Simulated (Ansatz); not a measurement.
# One shape, several levels: BH3F− (SMILES [H][B-]([H])([H])F)

Aim: a comparison of 6 runs (UPBE0/STO-3G, r2SCAN0/STO-3G, wB97X/STO-3G, UMP2/STO-3G, BCCD(T)/STO-3G, CCSDT(Q)/STO-3G) of BH3F−. 

The results are computed with Ansatz 0.2.0.

3 further runs of the same task are left out: 2 that didn't finish, 1 set aside as unsound or not needed.

### Step 1. The structure to begin with

BH3F−: 5 atoms, total charge -1, spin state singlet. As SMILES, `[H][B-]([H])([H])F`. The H5–B1 distance was set to 3.065 Å, away from the relaxed value. At this shape a bond of the SMILES string is far longer than usual.

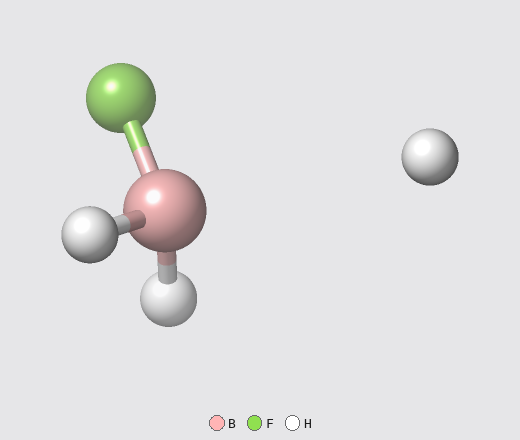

The structure, seen from a chosen angle (boron pink, fluorine green, hydrogen white).

### Step 2. The energy at UPBE0/STO-3G (run 1)

Input file input.yaml:

```yaml
crystal:
  periodic: [false, false, false]
  atoms:
    - {symbol: B, position_ang: [0.871653, 1.506625, 0.537741]}
    - {symbol: F, position_ang: [0.884503, 1.485325, 1.984101]}
    - {symbol: H, position_ang: [2.032073, 1.517985, 0.140601]}
    - {symbol: H, position_ang: [0.281453, 2.518915, 0.170731]}
    - {symbol: H, position_ang: [-0.581670, -1.003790, -0.453700]}
basis:
  gaussian:
    orbitals: STO-3G
hamiltonian:
  xc: pbe0
accuracy: high
total_charge: -1
magnetization:
  spin_polarized: true
  initial_magnetization: 0
```

Command:

```bash
ansatz run input.yaml --threads 1 --pin off --max-ram 2610MiB --events-out events.jsonl --progress --plain --runs-dir runs
```

What it wrote:

```text
Warning: RAYON_NUM_THREADS=1 ignored (pool sized by the plan → 1); use --threads N
Functional definition: PBE0
  name "PBE0"
  parameter a = 0.25
  parameter kappa = 0.804
  parameter beta = 0.06672455060314922
  exchange = (1 - a)*pbe_x(kappa = kappa, mu = beta*pi^2/3) + a*exact_x
  correlation = pbe_c(beta = beta)
207 factors; integrals over basis functions are off by at most 2.4e-8 eV
mean field evaluation 1: about -3368.3777 eV, gradient 4.4e1 eV
mean field evaluation 2: about -3356.3135 eV, gradient 2.5e1 eV
mean field evaluation 4: about -3381.4223 eV, gradient 6.4e0 eV
mean field evaluation 8: about -3381.4222 eV, gradient 6.4e0 eV
mean field evaluation 16: about -3382.5466 eV, gradient 6.0e-9 eV
mean field evaluation 32: about -3381.9107 eV, gradient 5.4e0 eV
mean field -3383.06667144 eV, -124.3254070505 hartree, gradient 1.1e-8 eV, S^2 0.573700; 3 other end points of the search recorded, 0 dependent functions left out
reference -3383.06667273 eV, -124.3254070980 hartree; 9, 9 occupied and 4, 4 virtual orbitals, 207 factors
Total energy: -3383.06667273 eV, -124.3254070980 hartree
```

It took 2.9 s on 1 thread of Arm Neoverse V1, shared host; peak memory 0.11 GiB.

### Step 3. A single-point energy at r2SCAN0/STO-3G (run 2)

Input file in.yaml:

```yaml
crystal:
  periodic: [false, false, false]
  atoms:
    - {symbol: B, position_ang: [0.871653, 1.506625, 0.537741]}
    - {symbol: F, position_ang: [0.884503, 1.485325, 1.984101]}
    - {symbol: H, position_ang: [2.032073, 1.517985, 0.140601]}
    - {symbol: H, position_ang: [0.281453, 2.518915, 0.170731]}
    - {symbol: H, position_ang: [-0.581670, -1.003790, -0.453700]}
basis:
  gaussian: {orbitals: STO-3G}
total_charge: -1
hamiltonian: {xc: {name: r2SCAN0}}
accuracy: high
```

Command:

```bash
ansatz run in.yaml --threads 1 --pin off --max-ram 2610MiB --events-out events.jsonl --progress --plain --runs-dir runs
```

What it wrote:

```text
Warning: RAYON_NUM_THREADS=1 ignored (pool sized by the plan → 1); use --threads N
Functional definition: r2SCAN0
  name "r2SCAN0"
[... 1 set-up line as earlier in the session ...]
  parameter k0 = 0.174
  parameter k1 = 0.065
  parameter a1 = 4.9479
  exchange = (1 - a)*r2scan_x(k0 = k0, k1 = k1, a1 = a1) + a*exact_x
  correlation = r2scan_c
207 factors; integrals over basis functions are off by at most 2.4e-8 eV
mean field evaluation 1: about -3373.5600 eV, gradient 5.2e1 eV
mean field evaluation 2: about -3359.7714 eV, gradient 3.2e1 eV
mean field evaluation 4: about -3382.9333 eV, gradient 9.6e0 eV
mean field evaluation 8: about -3384.0589 eV, gradient 6.8e0 eV
mean field evaluation 16: about -3384.3081 eV, gradient 8.4e-9 eV
mean field -3384.30814599 eV, -124.3710303987 hartree, gradient 5.0e-8 eV, S^2 0.000000; 0 other end points of the search recorded, 0 dependent functions left out
reference -3384.30814630 eV, -124.3710304101 hartree; 9, 9 occupied and 4, 4 virtual orbitals, 207 factors
Total energy: -3384.30814630 eV, -124.3710304101 hartree
```

It took 1.7 s on 1 thread of Arm Neoverse V1, shared host; peak memory 0.12 GiB.

Run 3 isn't shown in full; the table further down has it.

### Step 4. A single-point energy at UMP2/STO-3G (run 4)

Edit input.yaml of step 2 so:

```diff
@@ -9,10 +9,6 @@
 basis:
-  gaussian:
-    orbitals: STO-3G
-hamiltonian:
-  xc: pbe0
+  gaussian: {orbitals: STO-3G}
+total_charge: -1
+magnetization: {spin_polarized: true}
+correlation: {method: mp2, frozen_orbitals: {B: 1, F: 1, H: 0}}
 accuracy: high
-total_charge: -1
-magnetization:
-  spin_polarized: true
-  initial_magnetization: 0
```

Command:

```bash
ansatz run input.yaml --threads 1 --pin off --max-ram 2610MiB --events-out events.jsonl --progress --plain --runs-dir runs
```

What it wrote:

```text
Warning: RAYON_NUM_THREADS=1 ignored (pool sized by the plan → 1); use --threads N
Functional definition: HF
  name "HF"
  exchange = exact_x
  correlation = 0
207 factors; integrals over basis functions are off by at most 2.4e-8 eV
mean field evaluation 1: about -3365.3435 eV, gradient 1.1e1 eV
mean field evaluation 2: about -3365.3803 eV, gradient 1.1e1 eV
mean field evaluation 4: about -3367.6691 eV, gradient 1.7e0 eV
mean field evaluation 8: about -3367.7042 eV, gradient 2.1e-2 eV
mean field evaluation 16: about -3369.8710 eV, gradient 1.7e0 eV
mean field evaluation 32: about -3369.8966 eV, gradient 8.1e-5 eV
mean field -3369.89664732 eV, -123.8414175911 hartree, gradient 2.9e-8 eV, S^2 0.958693; 5 other end points of the search recorded, 0 dependent functions left out
2 core orbitals not correlated: weight in the atoms' cores, before any rotation towards them, 1.000 or more for the frozen orbitals, at most 0.000 for the correlated occupied ones
reference -3369.89664732 eV, -123.8414175911 hartree; 7, 7 occupied and 4, 4 virtual orbitals, 207 factors
second order -1.19908250 eV of doubles, -0.00000000 eV of singles
Total energy: -3371.09572982 eV, -123.8854830602 hartree
```

Wall time 0.1 s (1 thread of Arm Neoverse V1, shared host).

Run 5 isn't shown in full; the table further down has it.

### Step 5. A single-point energy at CCSDT(Q)/STO-3G (run 6)

Input file input.yaml:

```yaml
crystal:
  periodic: [false, false, false]
  atoms:
    - symbol: B
      position_ang: [0.871653, 1.506625, 0.537741]
    - symbol: F
      position_ang: [0.884503, 1.485325, 1.984101]
    - symbol: H
      position_ang: [2.032073, 1.517985, 0.140601]
    - symbol: H
      position_ang: [0.281453, 2.518915, 0.170731]
    - symbol: H
      position_ang: [-0.581670, -1.003790, -0.453700]
basis:
  gaussian: {orbitals: STO-3G}
total_charge: -1
correlation: {method: ccsdt_q, frozen_orbitals: {B: 1, F: 1, H: 0}}
scf: {omitted_lower_state_checks: [cluster_reference, increment]}
accuracy: high
```

Command:

```bash
ansatz run input.yaml --threads 1 --pin off --max-ram 2610MiB --events-out events.jsonl --progress --plain --runs-dir runs
```

What it wrote:

```text
Warning: RAYON_NUM_THREADS=1 ignored (pool sized by the plan → 1); use --threads N
[... 4 set-up lines as earlier in the session ...]
these checks for a lower state are left out or cut short: cluster_reference, increment
207 factors; integrals over basis functions are off by at most 2.4e-8 eV
mean field evaluation 1: about -3365.3435 eV, gradient 1.6e1 eV
mean field evaluation 2: about -3365.3803 eV, gradient 1.6e1 eV
mean field evaluation 4: about -3367.6691 eV, gradient 2.3e0 eV
mean field evaluation 8: about -3367.7042 eV, gradient 3.9e-4 eV
mean field -3367.70416317 eV, -123.7608452848 hartree, gradient 2.9e-8 eV, S^2 0.000000; 0 other end points of the search recorded, 0 dependent functions left out; unrestricted orbitals would lower it
2 core orbitals not correlated: weight in the atoms' cores, before any rotation towards them, 1.000 or more for the frozen orbitals, at most 0.000 for the correlated occupied ones
reference -3367.70416317 eV, -123.7608452848 hartree; 7, 7 occupied and 4, 4 virtual orbitals, 207 factors
second order -2.63458241 eV of doubles, -0.00000000 eV of singles
cycle   1  -2.57535820 eV  change   -4.6e-1 eV  update   1.6e-1
cycle   2  -3.07466242 eV  change   -5.0e-1 eV  update   1.1e-1
cycle   3  -3.26206197 eV  change   -1.9e-1 eV  update   1.0e-1
cycle   4  -3.46251579 eV  change   -2.0e-1 eV  update   8.4e-2
cycle   5  -3.57492618 eV  change   -1.1e-1 eV  update   7.3e-2
cycle   6  -3.68318123 eV  change   -1.1e-1 eV  update   6.2e-2
cycle   7  -3.75793196 eV  change   -7.5e-2 eV  update   5.3e-2
cycle   8  -4.10834718 eV  change   -3.5e-1 eV  update   4.4e-2
cycle   9  -4.08091708 eV  change    2.7e-2 eV  update   1.2e-2
cycle  10  -4.09381186 eV  change   -1.3e-2 eV  update   1.7e-2
cycle  11  -4.09628783 eV  change   -2.5e-3 eV  update   3.4e-3
cycle  12  -4.09805062 eV  change   -1.8e-3 eV  update   2.5e-3
cycle  13  -4.09701465 eV  change    1.0e-3 eV  update   2.3e-3
cycle  14  -4.09796356 eV  change   -9.5e-4 eV  update   4.7e-4
cycle  15  -4.09779832 eV  change    1.7e-4 eV  update   6.9e-4
cycle  16  -4.09759329 eV  change    2.1e-4 eV  update   2.4e-4
cycle  17  -4.09758308 eV  change    1.0e-5 eV  update   1.0e-5
cycle  18  -4.09759176 eV  change   -8.7e-6 eV  update   3.1e-6
cycle  19  -4.09759435 eV  change   -2.6e-6 eV  update   1.4e-6
cycle  20  -4.09759389 eV  change    4.6e-7 eV  update   4.4e-7
cycle  21  -4.09759498 eV  change   -1.1e-6 eV  update   3.2e-7
cycle  22  -4.09759622 eV  change   -1.2e-6 eV  update   2.9e-7
cycle  23  -4.09759734 eV  change   -1.1e-6 eV  update   1.1e-7
cycle  24  -4.09759725 eV  change    9.2e-8 eV  update   1.1e-7
cycle  25  -4.09759708 eV  change    1.7e-7 eV  update   6.1e-8
cycle  26  -4.09759690 eV  change    1.8e-7 eV  update   2.8e-8
cycle  27  -4.09759693 eV  change   -3.1e-8 eV  update   1.2e-8
cycle  28  -4.09759690 eV  change    2.8e-8 eV  update   6.2e-9
cycle  29  -4.09759690 eV  change   4.2e-10 eV  update   1.6e-9
cycle  30  -4.09759690 eV  change   -3.4e-9 eV  update  8.2e-10
cycle  31  -4.09759690 eV  change  -7.4e-10 eV  update  3.0e-10
cycle  32  -4.09759690 eV  change  -2.7e-10 eV  update  1.2e-10
perturbative correction 0.03472279 eV, 0.0012760388 hartree
WARN: these amplitudes may be one of several solutions (largest doubles amplitude 0.73, level shift 3.75 eV)
Total energy: -3371.76703729 eV, -123.9101531547 hartree
Checks for a lower state left out: cluster_reference, increment
```

Wall time 0.22 s (1 thread of Arm Neoverse V1, shared host).

### Step 6. Overview of the runs

```csv
run,level,frozen core orbitals,energy (Eh),wall time
1,UPBE0/STO-3G,–,-124.325407,2.9 s
2,r2SCAN0/STO-3G,–,-124.371030,1.7 s
3,wB97X/STO-3G,–,-124.393357,3.3 s
4,UMP2/STO-3G,2,-123.885483,0.1 s
5,BCCD(T)/STO-3G,2,-123.911380,0.14 s
6,CCSDT(Q)/STO-3G,2,-123.910153,0.22 s
```

### Step 7. Results

| quantity | value |
| --- | --- |
| run 6: total energy | -123.91015 Eh |
| run 6: correlation energy (2 core orbitals frozen) | -149.3 mEh |
| run 6: T1 diagnostic | 0.118 |

**Reading.** Totals of different functionals can't be ranked against each other. In runs 5, 6 the log says that unrestricted orbitals would lower the reference, so the values rest on an unstable closed-shell determinant (other closed-shell runs at this shape may share the fault). In runs 1, 2, 3, 4, 5, 6 the basis is minimal, so the values are rough. Spin contamination of the reference: run 4 ⟨S²⟩ = 0.96, run 1 ⟨S²⟩ = 0.57. Where it is this large, the reference is a mixture of spin states, and values that rest on it are in doubt. All runs together took 8.4 s, the longest 3.3 s.
